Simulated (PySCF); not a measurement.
**Atomic calculation for S³⁺**

- system: S³⁺, configuration 1s2 2s2 2p6 3s2 3p1, multiplicity 2.
- method: unrestricted HF, aug-cc-pV(T+d)Z plus 1 even-tempered diffuse shell per l, non-relativistic, point nucleus (PySCF)

Results in brief:

| quantity | value |
| --- | --- |
| outcome | converged |
| total energy | −395.080143 hartree |
| kinetic energy | 394.930483 hartree |
| −E/T (1 by the virial theorem at the basis-set limit) | 1.0004 |
| ⟨S²⟩ | 0.762 |
| ⟨L²⟩ | 2.04 |
| static polarisability | 5.58 bohr³ |
| C₆ of the like pair | 15.1 hartree bohr⁶ |
| SCF iterations | 6 |
| hardware | 1 CPU thread, shared host |
| CPU time | 4.4 s (integrals apart) |

The input:
```python
from pyscf import gto, scf, dft, mp, cc
import basis_set_exchange as bse
mol = gto.M(atom="S 0 0 0", charge=3, spin=1, symmetry="D2h",
            basis=gto.basis.parse(bse.get_basis("aug-cc-pV(T+d)Z", elements=["S"], fmt="nwchem", augment_diffuse=1)))
mf = scf.UHF(mol)
mf.irrep_nelec = {'Ag': (3, 3), 'B1u': (1, 1), 'B2u': (2, 1), 'B3u': (1, 1)}
mf.kernel()
```

The script is an equivalent of what the driver set up; the driver started from orbitals of its own, so the log can be shorter than this script's would be, and it computed the properties (radii, ⟨L²⟩, response) afterwards. It held the occupations shell by shell, which the script's counts by irreducible representation don't always enforce.

The program's output (extracts):
```
damping factor = 0
level_shift factor = 0
DIIS = <class 'pyscf.scf.diis.CDIIS'>
diis_start_cycle = 1
diis_space = 10
diis_damp = 0
SCF conv_tol = 1e-09
SCF conv_tol_grad = None
number electrons alpha = 7  beta = 6
cycle= 1 E= -395.079263188115  delta_E= -0.00513  |g|= 0.0303  |ddm|= 0.0716
cycle= 2 E= -395.080006870195  delta_E= -0.000744  |g|= 0.012  |ddm|= 0.027
cycle= 3 E= -395.080143034046  delta_E= -0.000136  |g|= 0.000406  |ddm|= 0.0174
cycle= 4 E= -395.080143129752  delta_E= -9.57e-08  |g|= 4.28e-05  |ddm|= 0.000599
cycle= 5 E= -395.080143131093  delta_E= -1.34e-09  |g|= 5.06e-06  |ddm|= 0.000107
cycle= 6 E= -395.08014313111  delta_E= -1.71e-11  |g|= 6.52e-07  |ddm|= 1.69e-05
converged SCF energy = -395.08014313111  <S^2> = 0.76175271  2S+1 = 2.0117184
```

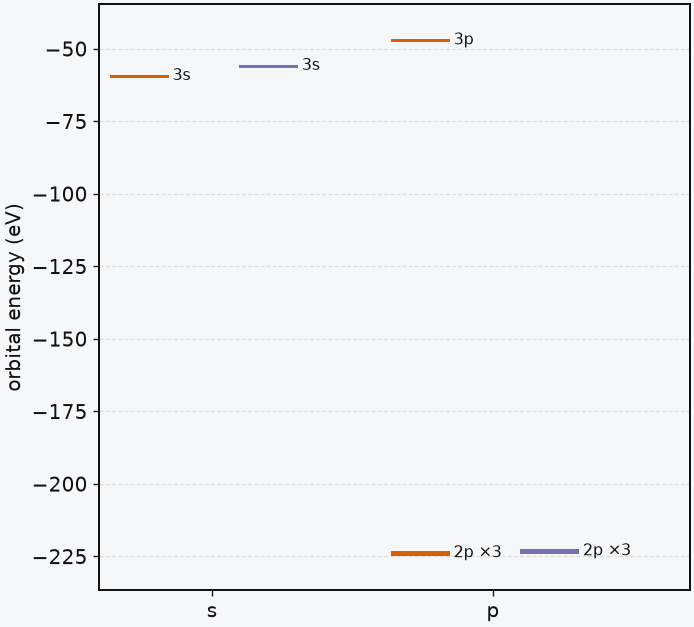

Fig. 1: Orbital energies of the mean field, from the top down to −224.3 eV, by angular momentum, α spin at the left of each column and β at the right; ×n counts the orbitals under one label. The highest filled orbital is 3p α at −47.0 eV, the lowest empty one p α at −33.6 eV.

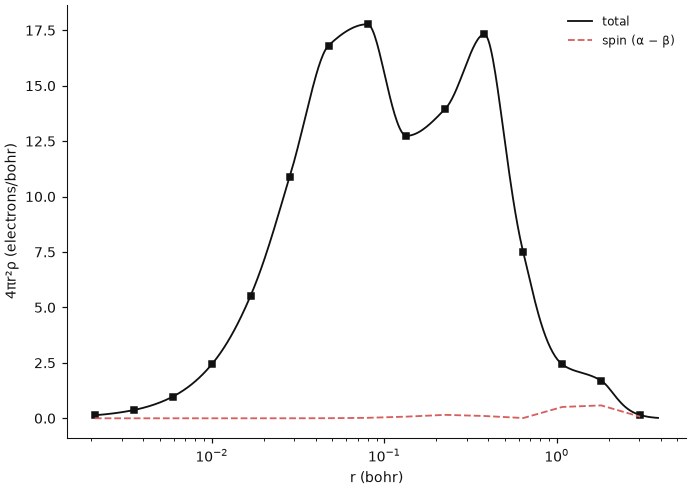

Fig. 2: Spherically averaged radial density 4πr²ρ of the mean field and its spin part; markers are the stored points, which are sparse, and the line is a monotone interpolation between them. The largest stored value is 17.8 electrons/bohr at r = 0.080 bohr. Root-mean-square radii of the shells: 1s 0.113, 2p 0.490, 2s 0.516, 3s 1.64, 3p 1.80 bohr.
